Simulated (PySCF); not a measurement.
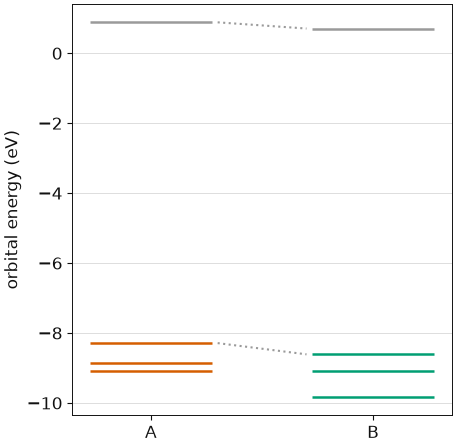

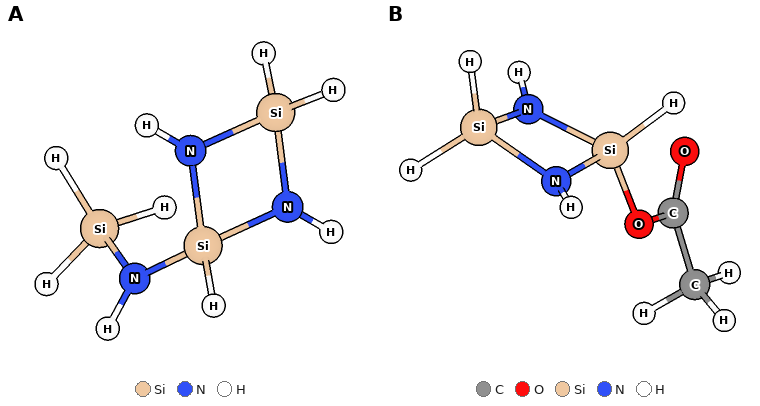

Related molecules: A is Si₃N₃H₉, SMILES [SiH3]N[SiH]1N[SiH2]N1; B is C₂H₈N₂O₂Si₂, SMILES CC(=O)O[SiH]1N[SiH2]N1. Frontier orbital energies, CAM-B3LYP/def2-SVPD, PySCF 2.14.0, at a GFN2-xTB geometry (no frequency check); drawn are at most three filled levels and, in grey, the LUMO with any level within 0.03 eV of it; dotted lines join the HOMOs and the LUMOs.

Question: What does the change do to the frontier levels?

Answer: From A to B the HOMO falls by 0.32 eV and the LUMO falls by 0.18 eV, so the separation goes from 9.17 to 9.32 eV.

Caveats, for all or some of the runs: empty levels above zero depend strongly on the basis; one conformer of a flexible molecule; the tight-binding geometry is rougher than a DFT one and adds to the error.
